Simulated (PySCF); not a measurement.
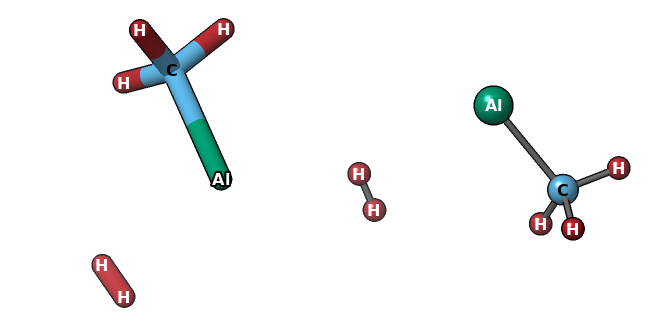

Both panels show the same species.

The computed structure is the end point of a PBE0-D4/def2-TZVP optimisation. No frequency run is at hand to confirm it as a minimum.

### Give the formula.

CH5Al, 7 atoms: 1 carbon, 5 hydrogen and 1 aluminium. Judged by distances it falls into 2 fragments: CH3Al, H2.

### Count the bonded pairs by element.

3 C–H, 1 H–H, 1 C–Al. Sticks follow a distance rule.
